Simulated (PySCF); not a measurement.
# One shape, several levels: C2H6Sn (SMILES C=[CH][SnH3])

We compute a comparison of 6 runs (HF/STO-3G, HF/3-21G, M06-2X/3-21G, TPSSh/def2-SVP, wB97X/def2-SVP, BP86/def2-SVPD) of C2H6Sn. 

The results are computed with PySCF 2.14.0.

## (1) Starting point

C2H6Sn has 9 atoms, charge 0, and is taken as a singlet. SMILES: `C=[CH][SnH3]`. The coordinates come from a PBE0-D4/def2-TZVP relaxation.

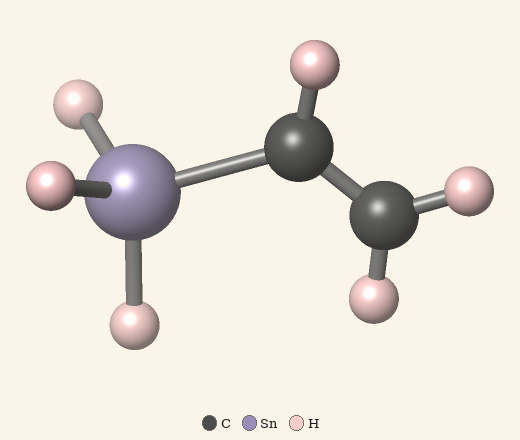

The structure, seen from a chosen angle (carbon dark grey, tin purple, hydrogen pink).

## (2) Energy and forces at HF/STO-3G (run 1)

The input, calc.py:

```python
import pyscf.grad
from pyscf import gto

mol = gto.Mole()
mol.atom = '''
C   -0.820600   0.882900  -1.130100
C    0.134500   0.815800  -0.210600
Sn   0.550800  -0.958300   0.881400
H   -1.448200   0.031400  -1.379700
H   -1.023100   1.798200  -1.681800
H    0.728200   1.704200  -0.007400
H    2.163000  -1.459500   0.619700
H   -0.528800  -2.163400   0.335600
H    0.332800  -0.697500   2.555800
'''
mol.verbose = 4
mol.max_memory = 1860
mol.basis = 'sto-3g'
mol.build()

calc0 = mol.RHF()
calc0.conv_tol = 1e-10
calc0.kernel()
if not calc0.converged:
    calc0 = calc0.newton().run(calc0.mo_coeff, calc0.mo_occ)

e_tot = calc0.e_tot
print('Final energy', e_tot)
grad = calc0.Gradients().kernel()
dip = calc0.dip_moment()
pop, q = calc0.mulliken_pop()
```

Started as:

```sh
$ OMP_NUM_THREADS=1 python calc.py
```

What it wrote:

```text
PySCF version 2.14.0

[... 61 lines left out ...]
converged SCF energy = -6041.55543531013
Final energy -6041.555435310127
[... 11 lines left out ...]
Dipole moment(X, Y, Z, Debye):  0.23545, -0.19652,  0.29821
[... 14 lines left out ...]
pop of  2 Sn 4s           2.00673
pop of  2 Sn 5s           1.09363
pop of  2 Sn 2px          2.00006
pop of  2 Sn 2py          2.00006
pop of  2 Sn 2pz          2.00006
pop of  2 Sn 3px          1.99829
pop of  2 Sn 3py          1.99826
pop of  2 Sn 3pz          1.99828
pop of  2 Sn 4px          1.99618
pop of  2 Sn 4py          1.99586
pop of  2 Sn 4pz          1.99610
pop of  2 Sn 5px          0.74409
pop of  2 Sn 5py          0.69050
pop of  2 Sn 5pz          0.72807
pop of  2 Sn 3dxy         1.99953
pop of  2 Sn 3dyz         1.99961
pop of  2 Sn 3dz^2        1.99938
pop of  2 Sn 3dxz         1.99986
pop of  2 Sn 3dx2-y2      1.99959
pop of  2 Sn 4dxy         1.98628
pop of  2 Sn 4dyz         1.98843
pop of  2 Sn 4dz^2        1.98162
pop of  2 Sn 4dxz         1.99578
pop of  2 Sn 4dx2-y2      1.98784
pop of  3 H 1s            0.95549
pop of  4 H 1s            0.95180
pop of  5 H 1s            0.95963
pop of  6 H 1s            1.18545
pop of  7 H 1s            1.18584
pop of  8 H 1s            1.18544
 ** Mulliken atomic charges  **
charge of    0C =     -0.13852
charge of    1C =     -0.25586
charge of    2Sn =      0.81803
charge of    3H =      0.04451
charge of    4H =      0.04820
charge of    5H =      0.04037
charge of    6H =     -0.18545
charge of    7H =     -0.18584
charge of    8H =     -0.18544
```

It took 5.7 s on 1 thread of Intel Xeon at 2.50GHz (Skylake/Cascade Lake), shared host; peak memory 0.12 GiB.

## (3) Energy and forces at HF/3-21G (run 2)

The input, run.py:

```python
import pyscf.grad
from pyscf import gto, scf

mol = gto.Mole()
mol.atom = '''
C     -1.550709     1.668439    -2.135579
C      0.254168     1.541639    -0.397976
Sn     1.040861    -1.810925     1.665605
H     -2.736701     0.059337    -2.607255
H     -1.933379     3.398106    -3.178141
H      1.376099     3.220471    -0.013984
H      4.087478    -2.758055     1.171063
H     -0.999287    -4.088233     0.634192
H      0.628901    -1.318084     4.829762
'''
mol.unit = 'bohr'
mol.max_memory = 1860
mol.verbose = 4
mol.basis = '3-21g'
mol.build()

myscf = scf.RHF(mol)
myscf.conv_tol = 1e-10
myscf.kernel()
if not myscf.converged:
    myscf = myscf.newton().run(myscf.mo_coeff, myscf.mo_occ)

etot = myscf.e_tot
print(f'total energy: {etot:.8f} hartree')
grad = myscf.Gradients().kernel()
dip = myscf.dip_moment()
pop, q = myscf.mulliken_pop()
```

Started as:

```sh
$ OMP_NUM_THREADS=1 python run.py
```

What it wrote:

```text
PySCF version 2.14.0

[... 63 lines left out ...]
converged SCF energy = -6075.01070415226
total energy: -6075.01070415 hartree
[... 11 lines left out ...]
Dipole moment(X, Y, Z, Debye): -0.17643,  0.49206, -0.36023
[... 32 lines left out ...]
pop of  2 Sn 4py          1.98260
pop of  2 Sn 4pz          1.98291
pop of  2 Sn 5px          0.51054
pop of  2 Sn 5py          0.46251
pop of  2 Sn 5pz          0.49877
pop of  2 Sn 6px          0.15661
pop of  2 Sn 6py          0.09843
pop of  2 Sn 6pz          0.13765
pop of  2 Sn 3dxy         1.99932
pop of  2 Sn 3dyz         1.99898
pop of  2 Sn 3dz^2        1.99933
pop of  2 Sn 3dxz         1.99960
pop of  2 Sn 3dx2-y2      1.99920
pop of  2 Sn 4dxy         1.99556
pop of  2 Sn 4dyz         1.99594
pop of  2 Sn 4dz^2        1.99465
pop of  2 Sn 4dxz         1.99762
pop of  2 Sn 4dx2-y2      1.99556
pop of  3 H 1s            0.47435
pop of  3 H 2s            0.31950
pop of  4 H 1s            0.47202
pop of  4 H 2s            0.31496
pop of  5 H 1s            0.46632
pop of  5 H 2s            0.31513
pop of  6 H 1s            0.39269
pop of  6 H 2s            0.84862
pop of  7 H 1s            0.39299
pop of  7 H 2s            0.84914
pop of  8 H 1s            0.39267
pop of  8 H 2s            0.84863
 ** Mulliken atomic charges  **
charge of    0C =     -0.39580
charge of    1C =     -0.66080
charge of    2Sn =      1.14363
charge of    3H =      0.20615
charge of    4H =      0.21302
charge of    5H =      0.21854
charge of    6H =     -0.24131
charge of    7H =     -0.24214
charge of    8H =     -0.24130
```

It took 5.7 s on 1 thread of Intel Xeon at 2.50GHz (Skylake/Cascade Lake), shared host; peak memory 0.13 GiB.

Runs 3 to 4 aren't shown in full; the table further down has their settings and results.

## (4) Energy and gradient at wB97X/def2-SVP (core potential) (run 5)

The input, start.xyz:

```xyz
9
C2H6Sn
C     -0.820600     0.882900    -1.130100
C      0.134500     0.815800    -0.210600
Sn     0.550800    -0.958300     0.881400
H     -1.448200     0.031400    -1.379700
H     -1.023100     1.798200    -1.681800
H      0.728200     1.704200    -0.007400
H      2.163000    -1.459500     0.619700
H     -0.528800    -2.163400     0.335600
H      0.332800    -0.697500     2.555800
```

The input, job.py:

```python
from pyscf import gto, dft

mol = gto.Mole()
mol.atom = 'start.xyz'
mol.spin = 0
mol.basis = 'def2-svp'
mol.charge = 0
mol.ecp = {'Sn': 'def2-svp'}
mol.verbose = 3
mol.max_memory = 1860
mol.build()

mf = dft.RKS(mol)
mf.xc = 'wb97x'
mf.grids.level = 5
mf.conv_tol = 1e-10
mf.kernel()
if not mf.converged:
    mf = mf.newton().run(mf.mo_coeff, mf.mo_occ)

e_final = mf.e_tot
print('Final energy', e_final)
grad = mf.nuc_grad_method().kernel()
dip = mf.dip_moment()
pop, q = mf.mulliken_pop()
```

Started as:

```sh
$ OMP_NUM_THREADS=1 python job.py
```

What it wrote:

```text
converged SCF energy = -294.011804408926
Final energy -294.0118044089264
--------------- RKS gradients ---------------
         x                y                z
0 C     0.0015085085    -0.0010496688     0.0018284869
1 C    -0.0026636784     0.0043108590    -0.0041944206
2 Sn    -0.0008067980     0.0016550104    -0.0014382737
3 H     0.0041379160     0.0055508040     0.0016773712
4 H     0.0012011345    -0.0056153096     0.0033494392
5 H    -0.0034146534    -0.0060513176    -0.0008047826
6 H    -0.0010063543     0.0003902150     0.0002534161
7 H     0.0008085658     0.0009274314     0.0003929100
8 H     0.0002368182    -0.0001334144    -0.0010554040
----------------------------------------------
Dipole moment(X, Y, Z, Debye): -0.14651,  0.46019, -0.31963
 ** Mulliken pop  **
pop of  0 C 1s            1.98643
pop of  0 C 2s            0.88857
pop of  0 C 3s            0.23776
pop of  0 C 2px           0.67283
pop of  0 C 2py           0.70991
pop of  0 C 2pz           0.65956
pop of  0 C 3px           0.29972
pop of  0 C 3py           0.25306
pop of  0 C 3pz           0.30772
pop of  0 C 3dxy          0.00755
pop of  0 C 3dyz          0.00676
pop of  0 C 3dz^2         0.00605
pop of  0 C 3dxz          0.00381
pop of  0 C 3dx2-y2       0.00499
pop of  1 C 1s            1.98674
pop of  1 C 2s            0.89879
pop of  1 C 3s            0.30660
pop of  1 C 2px           0.67070
pop of  1 C 2py           0.69456
pop of  1 C 2pz           0.65527
pop of  1 C 3px           0.32405
pop of  1 C 3py           0.32333
pop of  1 C 3pz           0.34848
pop of  1 C 3dxy          0.00601
pop of  1 C 3dyz          0.00417
pop of  1 C 3dz^2         0.00616
pop of  1 C 3dxz          0.00439
pop of  1 C 3dx2-y2       0.00429
pop of  2 Sn 4s           1.60457
pop of  2 Sn 5s           0.41821
pop of  2 Sn 6s           1.00314
pop of  2 Sn 7s           0.22424
pop of  2 Sn 4px          1.08080
pop of  2 Sn 4py          1.08104
pop of  2 Sn 4pz          1.08070
pop of  2 Sn 5px          0.92334
pop of  2 Sn 5py          0.92292
pop of  2 Sn 5pz          0.92345
pop of  2 Sn 6px          0.53036
pop of  2 Sn 6py          0.51637
pop of  2 Sn 6pz          0.53008
pop of  2 Sn 7px          0.21003
pop of  2 Sn 7py          0.15835
pop of  2 Sn 7pz          0.19417
pop of  2 Sn 4dxy         1.94130
pop of  2 Sn 4dyz         1.94111
pop of  2 Sn 4dz^2        1.94161
pop of  2 Sn 4dxz         1.94068
pop of  2 Sn 4dx2-y2      1.94112
pop of  2 Sn 5dxy         0.08904
pop of  2 Sn 5dyz         0.08535
pop of  2 Sn 5dz^2        0.09964
pop of  2 Sn 5dxz         0.06758
pop of  2 Sn 5dx2-y2      0.08699
pop of  3 H 1s            0.74505
pop of  3 H 2s            0.18884
pop of  3 H 2px           0.00792
pop of  3 H 2py           0.01144
pop of  3 H 2pz           0.00466
pop of  4 H 1s            0.74418
pop of  4 H 2s            0.18693
pop of  4 H 2px           0.00442
pop of  4 H 2py           0.01243
pop of  4 H 2pz           0.00701
pop of  5 H 1s            0.74101
pop of  5 H 2s            0.18450
pop of  5 H 2px           0.00771
pop of  5 H 2py           0.01192
pop of  5 H 2pz           0.00492
pop of  6 H 1s            0.68307
pop of  6 H 2s            0.41433
pop of  6 H 2px           0.00726
pop of  6 H 2py           0.00135
pop of  6 H 2pz           0.00084
pop of  7 H 1s            0.68355
pop of  7 H 2s            0.41589
pop of  7 H 2px           0.00363
pop of  7 H 2py           0.00446
pop of  7 H 2pz           0.00140
pop of  8 H 1s            0.68305
pop of  8 H 2s            0.41438
pop of  8 H 2px           0.00079
pop of  8 H 2py           0.00084
pop of  8 H 2pz           0.00782
 ** Mulliken atomic charges  **
charge of    0C =     -0.04471
charge of    1C =     -0.23352
charge of    2Sn =      0.46384
charge of    3H =      0.04209
charge of    4H =      0.04503
charge of    5H =      0.04993
charge of    6H =     -0.10685
charge of    7H =     -0.10893
charge of    8H =     -0.10688
```

Run time: 88 s. Hardware: 1 thread of Intel Xeon at 2.50GHz (Skylake/Cascade Lake), shared host; peak memory 0.82 GiB.

## (5) Energy and gradient at BP86/def2-SVPD (core potential) (run 6)

The input, run.py:

```python
from pyscf import gto, dft

mol = gto.M(
    atom=[
    ('C', (-0.820600, 0.882900, -1.130100)),
    ('C', (0.134500, 0.815800, -0.210600)),
    ('Sn', (0.550800, -0.958300, 0.881400)),
    ('H', (-1.448200, 0.031400, -1.379700)),
    ('H', (-1.023100, 1.798200, -1.681800)),
    ('H', (0.728200, 1.704200, -0.007400)),
    ('H', (2.163000, -1.459500, 0.619700)),
    ('H', (-0.528800, -2.163400, 0.335600)),
    ('H', (0.332800, -0.697500, 2.555800)),
],
    max_memory=1860,
    basis='def2-svpd',
    verbose=4,
    charge=0,
    ecp={'Sn': 'def2-svp'},
)

myscf = dft.RKS(mol, xc='bp86')
myscf.grids.level = 5
myscf.conv_tol = 1e-10
myscf.kernel()
if not myscf.converged:
    myscf = myscf.newton().run(myscf.mo_coeff, myscf.mo_occ)

energy = myscf.e_tot
print('E(%s) = %.9f' % ('BP86', energy))
grad = myscf.nuc_grad_method().kernel()
myscf.analyze()
```

Started as:

```sh
$ OMP_NUM_THREADS=1 python run.py
```

What it wrote:

```text
PySCF version 2.14.0

[... 105 lines left out ...]
Two-electron Coulomb Energy =          340.036105306792592
[... 12 lines left out ...]
MO #10  energy= -0.934608670423014 occ= 2
[... 10 lines left out ...]
MO #21  energy= -0.0527412847486257 occ= 0
[... 10 lines left out ...]
MO #32  energy= 0.10932471222998   occ= 0
[... 10 lines left out ...]
MO #43  energy= 0.236042663645811  occ= 0
[... 10 lines left out ...]
MO #54  energy= 0.369324936697184  occ= 0
[... 10 lines left out ...]
MO #65  energy= 0.481929804610882  occ= 0
[... 10 lines left out ...]
MO #76  energy= 0.749392851325338  occ= 0
[... 10 lines left out ...]
MO #87  energy= 1.16707714967412   occ= 0
[... 10 lines left out ...]
MO #98  energy= 1.71794988139102   occ= 0
[... 10 lines left out ...]
MO #109 energy= 2.2688264164569    occ= 0
[... 10 lines left out ...]
MO #120 energy= 52.5017037875414   occ= 0
[... 93 lines left out ...]
pop of  5 H 2py           0.00252
pop of  5 H 2pz           0.00155
pop of  5 H 3px           0.00098
pop of  5 H 3py           0.00469
pop of  5 H 3pz           0.00232
pop of  6 H 1s            1.50558
pop of  6 H 2s            0.03953
pop of  6 H 2px           0.02574
pop of  6 H 2py           0.01369
pop of  6 H 2pz           0.01312
pop of  6 H 3px           0.00800
pop of  6 H 3py           0.00839
pop of  6 H 3pz           0.00735
pop of  7 H 1s            1.50536
pop of  7 H 2s            0.03548
pop of  7 H 2px           0.02082
pop of  7 H 2py           0.02062
pop of  7 H 2pz           0.01335
pop of  7 H 3px           0.00867
pop of  7 H 3py           0.00726
pop of  7 H 3pz           0.00717
pop of  8 H 1s            1.50499
pop of  8 H 2s            0.03790
pop of  8 H 2px           0.01529
pop of  8 H 2py           0.01600
pop of  8 H 2pz           0.05642
pop of  8 H 3px           0.00912
pop of  8 H 3py           0.00909
pop of  8 H 3pz           0.01166
 ** Mulliken atomic charges  **
charge of    0C =     -0.22663
charge of    1C =     -0.84122
charge of    2Sn =      2.66465
charge of    3H =      0.10134
charge of    4H =      0.10383
charge of    5H =      0.09863
charge of    6H =     -0.62140
charge of    7H =     -0.61873
charge of    8H =     -0.66048
Dipole moment(X, Y, Z, Debye): -0.14799,  0.53743, -0.35122
```

Wall time 1.9 min (1 thread of Intel Xeon at 2.50GHz (Skylake/Cascade Lake), shared host); peak memory 1.2 GiB.

## (6) The series

| run | level | integration grid | core potential | energy (Eh) | dipole moment (D) | HOMO energy (eV) | LUMO energy (eV) | wall time |
| --- | --- | --- | --- | --- | --- | --- | --- | --- |
| 1 | HF/STO-3G | – | – | -6041.555435 | 0.43 | -8.30 | 8.71 | 5.7 s |
| 2 | HF/3-21G | – | – | -6075.010704 | 0.63 | -10.28 | 3.87 | 5.7 s |
| 3 | M06-2X/3-21G | 5 | – | -6078.417347 | 0.55 | -8.95 | 1.17 | 46 s |
| 4 | TPSSh/def2-SVP (core potential) | 5 | def2-svp | -293.933957 | 0.66 | -7.23 | -0.58 | 97 s |
| 5 | wB97X/def2-SVP (core potential) | 5 | def2-svp | -294.011804 | 0.58 | -10.23 | 2.11 | 88 s |
| 6 | BP86/def2-SVPD (core potential) | 5 | def2-svp | -294.114044 | 0.66 | -6.93 | -1.44 | 1.9 min |

## (7) Outcome

| quantity | value |
| --- | --- |
| run 6: total energy | -294.11404 Eh |
| run 6: dipole moment | 0.66 D |
| run 6: HOMO energy | -6.93 eV |
| run 6: LUMO energy | -1.44 eV |
| run 6: HOMO–LUMO gap | 5.49 eV |
| run 6: largest force on an atom | 0.666 eV/Å |

The dipole moment (its size) runs from 0.43 D (HF/STO-3G) to 0.66 D (TPSSh/def2-SVP). The two ends differ in method and basis and core potential. The two dipoles point in opposite directions. The HOMO–LUMO gap runs from 5.49 eV (BP86/def2-SVPD) to 17.01 eV (HF/STO-3G). Totals of different functionals can't be ranked against each other. Some runs of one species differ in core potentials or relativity; totals across that change don't compare. In run 1 the basis is minimal, so the values are rough. In runs 1, 2, 3 relativity is left out where basis or elements ask for it. All runs together took 5.9 min, the longest 1.9 min.
